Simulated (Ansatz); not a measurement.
**Geometry relaxation of GaPH$_{6}$O$_{3}$ (part 1 of 2)**

- system: GaPH$_{6}$O$_{3}$
- method: RKS PBE0-D4/def2-TZVP (Ansatz 0.2.0)

The geometry: PBE-D4/def2-SVP start.

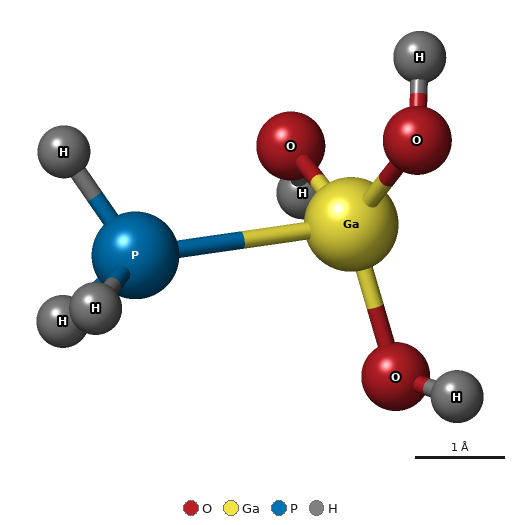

*The structure as given in the input (ball-and-stick view, seen at a tilt). Sticks mark near contacts.*

Input
```yaml
crystal:
  periodic: [false, false, false]
  atoms:
    - {symbol: O, position_ang: [-1.886457, 0.253860, 1.188116]}
    - {symbol: Ga, position_ang: [-0.308109, -0.513500, 0.725003]}
    - {symbol: O, position_ang: [1.220810, 0.041178, 1.552070]}
    - {symbol: O, position_ang: [-0.325178, -2.179025, 0.002539]}
    - {symbol: P, position_ang: [0.407755, 0.886245, -1.366993]}
    - {symbol: H, position_ang: [-1.742775, 0.862138, 1.936524]}
    - {symbol: H, position_ang: [1.827270, -0.715885, 1.652141]}
    - {symbol: H, position_ang: [-1.239327, -2.516935, -0.020432]}
    - {symbol: H, position_ang: [0.770736, 2.245159, -1.110575]}
    - {symbol: H, position_ang: [1.646584, 0.471219, -1.947587]}
    - {symbol: H, position_ang: [-0.306009, 1.108345, -2.590206]}
basis:
  gaussian: {orbitals: def2-TZVP}
hamiltonian: {xc: pbe0, dispersion: d4}
relax: {f_tol: 0.005, max_steps: 150}
```

Machine: 4 threads of Arm Neoverse V2, 23 GiB of memory available, shared host.

Launched with:
```bash
ansatz run in.yaml --threads 4 --pin off --events-out ev --progress --plain --max-ram 11315MiB
```

What the program printed
```
Functional definition: PBE0
  name "PBE0"
  cite "Adamo & Barone, J. Chem. Phys. 110, 6158 (1999) doi:10.1063/1.478522"
  cite "Perdew, Burke & Ernzerhof, Phys. Rev. Lett. 77, 3865 (1996) doi:10.1103/PhysRevLett.77.3865"
  parent pbe
  parameter a = 0.25
  parameter kappa = 0.804
  parameter beta = 0.06672455060314922
  exchange = (1 - a)*pbe_x(kappa = kappa, mu = beta*pi^2/3) + a*exact_x
  correlation = pbe_c(beta = beta)
1412 factors; their error is unknown
mean field evaluation 1: about -67879.1699 eV, gradient 9.6e1 eV
mean field evaluation 2: about -67835.9854 eV, gradient 1.8e2 eV
mean field evaluation 4: about -67893.8188 eV, gradient 5.8e0 eV
mean field evaluation 8: about -67894.0950 eV, gradient 3.1e-1 eV
mean field evaluation 16: about -67894.0951 eV, gradient 3.9e-5 eV
mean field -67894.09506881 eV, -2495.0619735081 hartree, gradient 3.9e-5 eV, S^2 0.000000; 0 other end points of the search recorded, 0 dependent functions left out
the calculation of the forces begins
reference -67894.09510378 eV, -2495.0619747934 hartree; 38, 38 occupied and 176, 176 virtual orbitals, 1412 factors
relax step   1: F+E_penalty+E_count = -67894.30590535 eV  Δ(F+E_penalty+E_count) = +0.000e0 eV  max|allowed force component| = 7.840e-1 eV/Å  Δτ_max = 0.0000 Å  (28 SCF iters, accepted)
these checks for a lower state are left out or cut short: starts, cluster_reference, orbital_swaps, neighbouring_geometries, increment
1412 factors; their error is unknown
mean field -67894.13657740 eV, -2495.0634989208 hartree, gradient 2.0e-5 eV, S^2 0.000000; 0 other end points of the search recorded, 0 dependent functions left out
the calculation of the forces begins
reference -67894.13661211 eV, -2495.0635001964 hartree; 38, 38 occupied and 176, 176 virtual orbitals, 1412 factors
relax step   2: F+E_penalty+E_count = -67894.34849629 eV  Δ(F+E_penalty+E_count) = -4.259e-2 eV  max|allowed force component| = 2.700e-1 eV/Å  Δτ_max = 0.0588 Å  (31 SCF iters, accepted)
these checks for a lower state are left out or cut short: starts, cluster_reference, orbital_swaps, neighbouring_geometries, increment
1412 factors; their error is unknown
mean field -67894.14410953 eV, -2495.0637757216 hartree, gradient 1.8e-5 eV, S^2 0.000000; 0 other end points of the search recorded, 0 dependent functions left out
the calculation of the forces begins
reference -67894.14414410 eV, -2495.0637769918 hartree; 38, 38 occupied and 176, 176 virtual orbitals, 1412 factors
relax step   3: F+E_penalty+E_count = -67894.35771756 eV  Δ(F+E_penalty+E_count) = -9.221e-3 eV  max|allowed force component| = 1.075e-1 eV/Å  Δτ_max = 0.0831 Å  (31 SCF iters, accepted)
these checks for a lower state are left out or cut short: starts, cluster_reference, orbital_swaps, neighbouring_geometries, increment
1412 factors; their error is unknown
mean field evaluation 32: about -67893.9327 eV, gradient 2.2e0 eV
mean field -67894.14833801 eV, -2495.0639311151 hartree, gradient 1.8e-5 eV, S^2 0.000000; 0 other end points of the search recorded, 0 dependent functions left out
the calculation of the forces begins
reference -67894.14837266 eV, -2495.0639323885 hartree; 38, 38 occupied and 176, 176 virtual orbitals, 1412 factors
relax step   4: F+E_penalty+E_count = -67894.36167458 eV  Δ(F+E_penalty+E_count) = -3.957e-3 eV  max|allowed force component| = 8.341e-2 eV/Å  Δτ_max = 0.0529 Å  (31 SCF iters, accepted)
these checks for a lower state are left out or cut short: starts, cluster_reference, orbital_swaps, neighbouring_geometries, increment
1412 factors; their error is unknown
mean field -67894.15154356 eV, -2495.0640489171 hartree, gradient 1.9e-5 eV, S^2 0.000000; 0 other end points of the search recorded, 0 dependent functions left out
the calculation of the forces begins
reference -67894.15157840 eV, -2495.0640501976 hartree; 38, 38 occupied and 176, 176 virtual orbitals, 1412 factors
relax step   5: F+E_penalty+E_count = -67894.36440134 eV  Δ(F+E_penalty+E_count) = -2.727e-3 eV  max|allowed force component| = 5.894e-2 eV/Å  Δτ_max = 0.0630 Å  (30 SCF iters, accepted)
these checks for a lower state are left out or cut short: starts, cluster_reference, orbital_swaps, neighbouring_geometries, increment
1412 factors; their error is unknown
mean field -67894.15298159 eV, -2495.0641017638 hartree, gradient 1.9e-5 eV, S^2 0.000000; 0 other end points of the search recorded, 0 dependent functions left out
the calculation of the forces begins
reference -67894.15301665 eV, -2495.0641030521 hartree; 38, 38 occupied and 176, 176 virtual orbitals, 1412 factors
relax step   6: F+E_penalty+E_count = -67894.36573066 eV  Δ(F+E_penalty+E_count) = -1.329e-3 eV  max|allowed force component| = 6.442e-2 eV/Å  Δτ_max = 0.0600 Å  (30 SCF iters, accepted)
these checks for a lower state are left out or cut short: starts, cluster_reference, orbital_swaps, neighbouring_geometries, increment
1412 factors; their error is unknown
mean field -67894.15348977 eV, -2495.0641204390 hartree, gradient 1.8e-5 eV, S^2 0.000000; 0 other end points of the search recorded, 0 dependent functions left out
the calculation of the forces begins
reference -67894.15352487 eV, -2495.0641217290 hartree; 38, 38 occupied and 176, 176 virtual orbitals, 1412 factors
relax step   7: F+E_penalty+E_count = -67894.36627750 eV  Δ(F+E_penalty+E_count) = -5.468e-4 eV  max|allowed force component| = 3.763e-2 eV/Å  Δτ_max = 0.0216 Å  (30 SCF iters, accepted)
these checks for a lower state are left out or cut short: starts, cluster_reference, orbital_swaps, neighbouring_geometries, increment
1412 factors; their error is unknown
mean field evaluation 64: about -67894.1537 eV, gradient 4.5e-3 eV
mean field -67894.15370169 eV, -2495.0641282269 hartree, gradient 1.8e-5 eV, S^2 0.000000; 0 other end points of the search recorded, 0 dependent functions left out
the calculation of the forces begins
reference -67894.15373685 eV, -2495.0641295188 hartree; 38, 38 occupied and 176, 176 virtual orbitals, 1412 factors
relax step   8: F+E_penalty+E_count = -67894.36662298 eV  Δ(F+E_penalty+E_count) = -3.455e-4 eV  max|allowed force component| = 1.129e-2 eV/Å  Δτ_max = 0.0276 Å  (30 SCF iters, accepted)
these checks for a lower state are left out or cut short: starts, cluster_reference, orbital_swaps, neighbouring_geometries, increment
1412 factors; their error is unknown
mean field -67894.15382926 eV, -2495.0641329151 hartree, gradient 1.8e-5 eV, S^2 0.000000; 0 other end points of the search recorded, 0 dependent functions left out
the calculation of the forces begins
reference -67894.15386445 eV, -2495.0641342082 hartree; 38, 38 occupied and 176, 176 virtual orbitals, 1412 factors
relax step   9: F+E_penalty+E_count = -67894.36667317 eV  Δ(F+E_penalty+E_count) = -5.020e-5 eV  max|allowed force component| = 1.603e-2 eV/Å  Δτ_max = 0.0129 Å  (32 SCF iters, accepted)
these checks for a lower state are left out or cut short: starts, cluster_reference, orbital_swaps, neighbouring_geometries, increment
1412 factors; their error is unknown
mean field -67894.15382362 eV, -2495.0641327078 hartree, gradient 1.8e-5 eV, S^2 0.000000; 0 other end points of the search recorded, 0 dependent functions left out
the calculation of the forces begins
reference -67894.15385882 eV, -2495.0641340012 hartree; 38, 38 occupied and 176, 176 virtual orbitals, 1412 factors
relax step  10: F+E_penalty+E_count = -67894.36668933 eV  Δ(F+E_penalty+E_count) = -1.616e-5 eV  max|allowed force component| = 7.110e-3 eV/Å  Δτ_max = 0.0037 Å  (33 SCF iters, accepted)
these checks for a lower state are left out or cut short: starts, cluster_reference, orbital_swaps, neighbouring_geometries, increment
1412 factors; their error is unknown
mean field -67894.15384557 eV, -2495.0641335143 hartree, gradient 1.8e-5 eV, S^2 0.000000; 0 other end points of the search recorded, 0 dependent functions left out
the calculation of the forces begins
reference -67894.15388076 eV, -2495.0641348077 hartree; 38, 38 occupied and 176, 176 virtual orbitals, 1412 factors
relax step  11: F+E_penalty+E_count = -67894.36669594 eV  Δ(F+E_penalty+E_count) = -6.609e-6 eV  max|allowed force component| = 7.961e-4 eV/Å  Δτ_max = 0.0024 Å  (33 SCF iters, accepted)
1412 factors; their error is unknown
mean field evaluation 96: about -67893.9488 eV, gradient 1.6e-1 eV
```

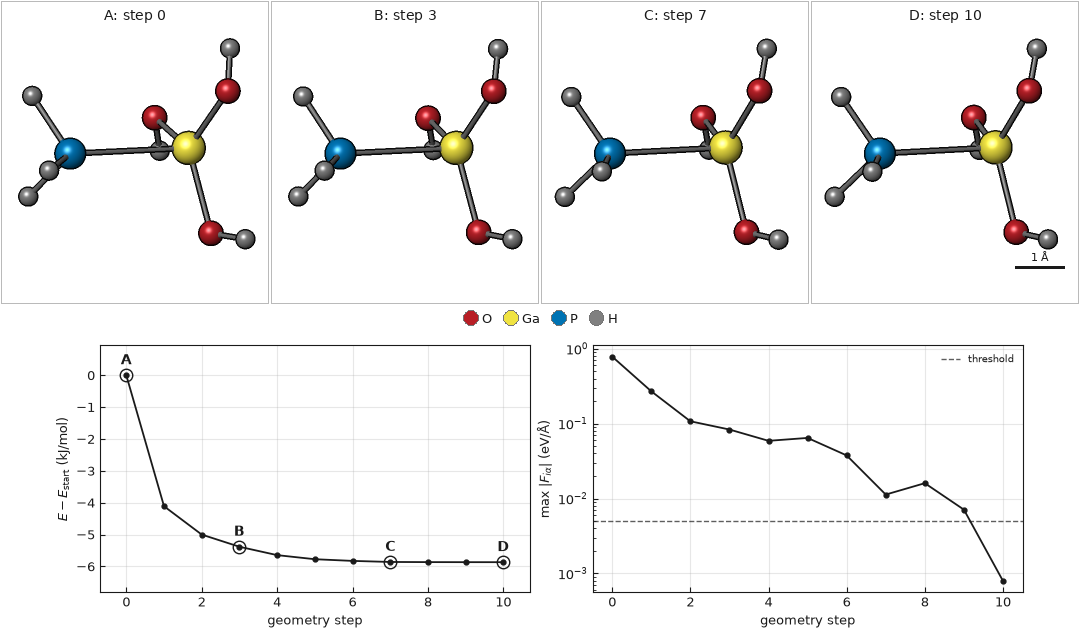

*Frames of the relaxation (ball-and-stick view, seen at a tilt) above the curves, on which the letters mark them (the first geometry is step 0 here and step 1 in the log).*

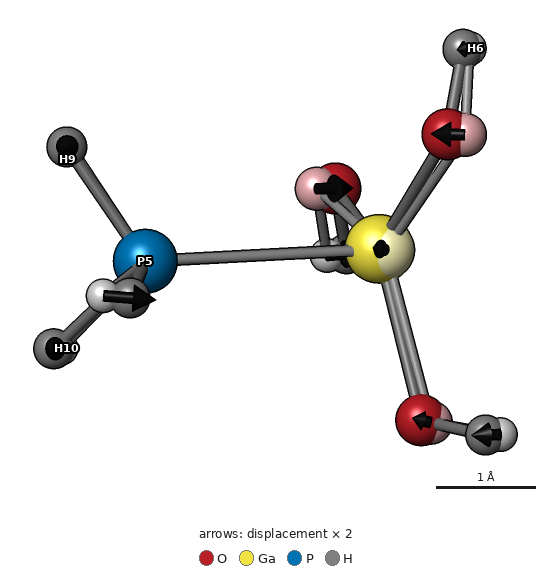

*Start (faint) and end (solid) with the displacements as black arrows, magnified 2 times (ball-and-stick view, seen at a tilt). The two geometries are laid on each other by the best rigid fit.*

The largest move after the best rigid fit is that of H11, 0.27 Å. By element the largest moves are H 0.27 Å, O 0.23 Å, Ga 0.09 Å, P 0.03 Å. Distances before and after: Ga2–P5 2.617 → 2.576 Å, Ga2–O3 1.825 → 1.801 Å, P5–H10 1.430 → 1.409 Å, O1–H6 0.975 → 0.959 Å. Among the angles that change: Ga2–P5–H11 129.0° → 118.8°, O3–Ga2–P5 88.3° → 97.9°, Ga2–P5–H10 114.0° → 119.0°. Over 10 geometry steps the energy falls by 5.87 kJ/mol. Largest force component: 0.78 eV/Å at the start, 0.0008 eV/Å at the end. (Atoms are counted from 1 in the order of the input.)
